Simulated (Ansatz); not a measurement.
# SiH3OF (SMILES O[SiH2]F): levels of theory compared

Aim: a comparison of 6 runs (HF/STO-3G, UHF/STO-3G, CAM-B3LYP/STO-3G, wB97M-V/STO-3G, RPA@PBE/STO-3G, BCCD(T)/STO-3G) of SiH3OF. 

The calculation is run with Ansatz 0.2.0.

71 further runs of the same task are left out: 10 that didn't finish, 61 set aside as unsound or not needed.

### 1 Starting point

SiH3OF has 6 atoms, charge 0, and is taken as a singlet. As SMILES, `O[SiH2]F`. The F3–Si2 distance was set to 2.394 Å, away from the relaxed value. At this shape a bond of the SMILES string is far longer than usual.

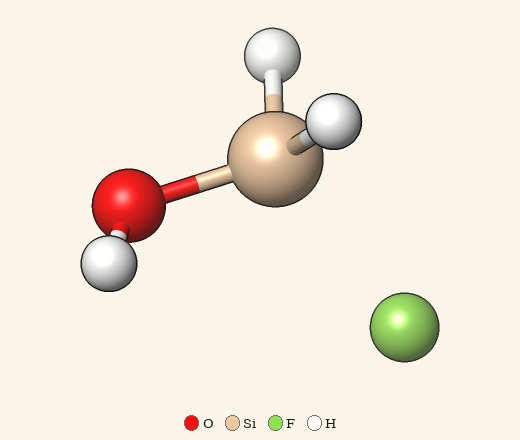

Viewed from a chosen angle; oxygen red, silicon light orange, fluorine green, hydrogen white.

### 2 A single-point energy at HF/STO-3G (run 1)

molecule.yaml

```yaml
crystal:
  periodic: [false, false, false]
  atoms:
    - symbol: O
      position_ang: [-0.754751, 0.247544, -1.571041]
    - symbol: Si
      position_ang: [0.477049, 0.447444, -0.523041]
    - symbol: F
      position_ang: [0.180800, -0.922800, 1.417800]
    - symbol: H
      position_ang: [-1.615451, 0.606944, -1.352541]
    - symbol: H
      position_ang: [1.694349, -0.001756, -1.222741]
    - symbol: H
      position_ang: [0.553849, 1.842344, -0.029341]
basis:
  gaussian: {orbitals: STO-3G}
magnetization: {spin_polarized: false, initial_magnetization: 0}
hamiltonian: {xc: hf}
accuracy: high
```

Run with:

```sh
$ ansatz run molecule.yaml --threads 1 --pin off --max-ram 2610MiB --events-out events.jsonl --progress --plain --runs-dir runs
```

Log:

```text
Warning: RAYON_NUM_THREADS=1 ignored (pool sized by the plan → 1); use --threads N
Functional definition: HF
  name "HF"
  exchange = exact_x
  correlation = 0
394 factors; integrals over basis functions are off by at most 5.2e-8 eV
mean field evaluation 1: about -12486.0396 eV, gradient 2.4e1 eV
mean field evaluation 2: about -12486.0752 eV, gradient 2.4e1 eV
mean field evaluation 4: about -12491.7332 eV, gradient 2.0e0 eV
mean field evaluation 8: about -12491.7502 eV, gradient 6.4e-2 eV
mean field -12491.75026455 eV, -459.0633550097 hartree, gradient 2.4e-8 eV, S^2 0.000000; 0 other end points of the search recorded, 0 dependent functions left out
reference -12491.75026455 eV, -459.0633550097 hartree; 17, 17 occupied and 5, 5 virtual orbitals, 394 factors
Total energy: -12491.75026455 eV, -459.0633550097 hartree
```

It took 0.14 s on 1 thread of Arm Neoverse V1, shared host.

### 3 A single-point energy at UHF/STO-3G (run 2)

job.yaml

```yaml
crystal:
  periodic: [false, false, false]
  atoms:
    - {symbol: O, position_ang: [-0.754751, 0.247544, -1.571041]}
    - {symbol: Si, position_ang: [0.477049, 0.447444, -0.523041]}
    - {symbol: F, position_ang: [0.180800, -0.922800, 1.417800]}
    - {symbol: H, position_ang: [-1.615451, 0.606944, -1.352541]}
    - {symbol: H, position_ang: [1.694349, -0.001756, -1.222741]}
    - {symbol: H, position_ang: [0.553849, 1.842344, -0.029341]}
basis:
  gaussian:
    orbitals: STO-3G
magnetization:
  spin_polarized: true
hamiltonian:
  xc: hf
accuracy: high
```

Run with:

```sh
$ ansatz run job.yaml --threads 1 --pin off --max-ram 2610MiB --events-out events.jsonl --progress --plain --runs-dir runs
```

Log:

```text
Warning: RAYON_NUM_THREADS=1 ignored (pool sized by the plan → 1); use --threads N
[... 4 set-up lines as earlier in the session ...]
394 factors; integrals over basis functions are off by at most 5.2e-8 eV
mean field evaluation 1: about -12486.0396 eV, gradient 1.7e1 eV
mean field evaluation 2: about -12486.0752 eV, gradient 1.7e1 eV
mean field evaluation 4: about -12491.7332 eV, gradient 1.4e0 eV
mean field evaluation 8: about -12491.7502 eV, gradient 4.2e-2 eV
mean field evaluation 16: about -12492.2746 eV, gradient 3.2e0 eV
mean field evaluation 32: about -12493.4475 eV, gradient 4.0e-4 eV
mean field evaluation 64: about -12493.4591 eV, gradient 6.3e-1 eV
mean field evaluation 96: about -12492.4924 eV, gradient 3.6e0 eV
mean field evaluation 128: about -12491.7503 eV, gradient 1.2e-7 eV
mean field -12493.51605223 eV, -459.1282465102 hartree, gradient 2.5e-8 eV, S^2 0.797203; 6 other end points of the search recorded, 0 dependent functions left out
reference -12493.51605223 eV, -459.1282465102 hartree; 17, 17 occupied and 5, 5 virtual orbitals, 394 factors
Total energy: -12493.51605223 eV, -459.1282465102 hartree
```

It took 0.38 s on 1 thread of Arm Neoverse V1, shared host.

### 4 A single-point energy at CAM-B3LYP/STO-3G (run 3)

run.yaml

```yaml
crystal:
  periodic: [false, false, false]
  atoms:
    - {symbol: O, position_ang: [-0.754751, 0.247544, -1.571041]}
    - {symbol: Si, position_ang: [0.477049, 0.447444, -0.523041]}
    - {symbol: F, position_ang: [0.180800, -0.922800, 1.417800]}
    - {symbol: H, position_ang: [-1.615451, 0.606944, -1.352541]}
    - {symbol: H, position_ang: [1.694349, -0.001756, -1.222741]}
    - {symbol: H, position_ang: [0.553849, 1.842344, -0.029341]}
basis:
  gaussian:
    orbitals: STO-3G
hamiltonian:
  xc: {name: CAM-B3LYP}
accuracy: high
```

Run with:

```sh
$ ansatz run run.yaml --threads 1 --pin off --max-ram 2610MiB --events-out events.jsonl --progress --plain --runs-dir runs
```

Log:

```text
Warning: RAYON_NUM_THREADS=1 ignored (pool sized by the plan → 1); use --threads N
Functional definition: CAM-B3LYP
  name "CAM-B3LYP"
  parameter alpha = 0.19
  parameter beta = 0.46
  parameter omega = 0.33/bohr
  parameter ac = 0.81
  exchange = (1 - alpha - beta)*b88_x + beta*b88_x_sr(omega) + alpha*exact_x + beta*exact_x_lr(omega)
  correlation = (1 - ac)*vwn5_c + ac*lyp_c
394 factors; integrals over basis functions are off by at most 5.2e-8 eV
176 factors; integrals over basis functions are off by at most 6.8e-10 eV
mean field evaluation 1: about -12518.1491 eV, gradient 2.9e1 eV
mean field evaluation 2: about -12501.2164 eV, gradient 7.7e1 eV
mean field evaluation 4: about -12524.4504 eV, gradient 6.4e0 eV
mean field evaluation 8: about -12524.6050 eV, gradient 1.2e-1 eV
mean field evaluation 16: about -12524.6051 eV, gradient 1.2e-5 eV
mean field -12524.60511913 eV, -460.2707486456 hartree, gradient 9.0e-8 eV, S^2 0.000000; 0 other end points of the search recorded, 0 dependent functions left out
reference -12524.60513191 eV, -460.2707491153 hartree; 17, 17 occupied and 5, 5 virtual orbitals, 394 factors
Total energy: -12524.60513191 eV, -460.2707491153 hartree
```

Wall time 1.6 s (1 thread of Arm Neoverse V1, shared host); peak memory 0.1 GiB.

Runs 4 to 5 aren't shown in full; the table further down has their settings and results.

### 5 The energy at BCCD(T)/STO-3G (run 6)

molecule.yaml

```yaml
basis:
  gaussian:
    orbitals: STO-3G
crystal:
  periodic: [false, false, false]
  atoms:
    - {symbol: O, position_ang: [-0.754751, 0.247544, -1.571041]}
    - {symbol: Si, position_ang: [0.477049, 0.447444, -0.523041]}
    - {symbol: F, position_ang: [0.180800, -0.922800, 1.417800]}
    - {symbol: H, position_ang: [-1.615451, 0.606944, -1.352541]}
    - {symbol: H, position_ang: [1.694349, -0.001756, -1.222741]}
    - {symbol: H, position_ang: [0.553849, 1.842344, -0.029341]}
correlation:
  method: bccd_t
  frozen_orbitals: {F: 1, H: 0, O: 1, Si: 5}
accuracy: high
scf:
  omitted_lower_state_checks: [cluster_reference, increment]
```

Run with:

```sh
$ ansatz run molecule.yaml --threads 1 --pin off --max-ram 2610MiB --events-out events.jsonl --progress --plain --runs-dir runs
```

Log:

```text
Warning: RAYON_NUM_THREADS=1 ignored (pool sized by the plan → 1); use --threads N
[... 11 lines left out ...]
7 core orbitals not correlated: weight in the atoms' cores, before any rotation towards them, 1.000 or more for the frozen orbitals, at most 0.000 for the correlated occupied ones
[... 34 lines left out ...]
WARN: these amplitudes may be one of several solutions (largest doubles amplitude 0.39, level shift 3.94 eV)
Total energy: -12496.81284005 eV, -459.2494012280 hartree
Checks for a lower state left out: cluster_reference, increment
```

Wall time 0.3 s (1 thread of Arm Neoverse V1, shared host).

### 6 All runs side by side

```tsv
run	level	frozen core orbitals	energy (Eh)	wall time
1	HF/STO-3G	–	-459.063355	0.14 s
2	UHF/STO-3G	–	-459.128247	0.38 s
3	CAM-B3LYP/STO-3G	–	-460.270749	1.6 s
4	wB97M-V/STO-3G	–	-460.386191	24 s
5	RPA@PBE/STO-3G	7	-459.318468	2.4 s
6	BCCD(T)/STO-3G	7	-459.249401	0.3 s
```

### 7 Summary of results

| quantity | value |
| --- | --- |
| run 6: total energy | -459.24940 Eh |
| run 6: correlation energy (7 core orbitals frozen) | -186.0 mEh |
| run 6: (T) correction | -5.82 mEh |

**Reading.** Totals of different functionals can't be ranked against each other. In run 6 the log says that unrestricted orbitals would lower the reference, so the values rest on an unstable closed-shell determinant (other closed-shell runs at this shape may share the fault). In runs 1, 2, 3, 4, 5, 6 the basis is minimal, so the values are rough. Spin contamination of the reference: run 2 ⟨S²⟩ = 0.80. Where it is this large, the reference is a mixture of spin states, and values that rest on it are in doubt. All runs together took 29 s, the longest 24 s.
